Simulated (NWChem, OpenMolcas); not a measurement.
# How basis sets differ on PO (Phosphorus monoxide)

PO: 2 atoms, total charge 0, spin state doublet. As SMILES, `O=[P]`. The coordinates come from a PBE0-D4/def2-TZVP relaxation.

```xyz
2

O     0.0000    0.0000   -0.0095
P     0.0000    0.0000    1.4645
```

Each level gives the dipole moment (D). The values are calculated.

| level | kind | program | value (D) | CPU time |
| --- | --- | --- | --- | --- |
| ROHF/ANO-L-MB | Hartree–Fock | OpenMolcas | 1.96 | 3 s |
| UHF/STO-3G | Hartree–Fock | NWChem | 1.02 | 1.2 s |
| UHF/3-21G | Hartree–Fock | NWChem | 1.79 | 1.1 s |
| UHF/def2-SVP | Hartree–Fock | NWChem | 2.72 | 3.1 s |
| ROHF/cc-pVTZ | Hartree–Fock | OpenMolcas | 2.61 | 3.7 s |
| UHF/cc-pVTZ | Hartree–Fock | OpenMolcas | 2.59 | 3.9 s |
| UHF/def2-TZVP | Hartree–Fock | NWChem | 2.64 | 29 s |

The values span 1.02 to 2.72 D. Spin contamination of the reference (⟨S²⟩ at least 0.1 too high) touches UHF/STO-3G, UHF/3-21G (up to 0.56 too high). Magnitudes only. Sets without polarisation functions give poor dipoles. Without the sets that lack polarisation functions the rows with a basis span only 2.59 to 2.72 D. Times are those of the runs behind each value, whatever else they computed, on shared processors of several kinds: orders of magnitude only.

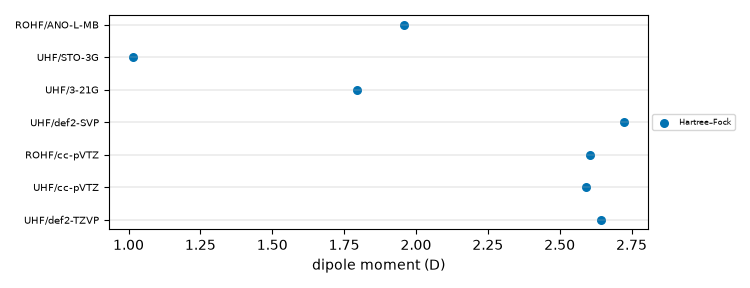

The values of the table, level by level.
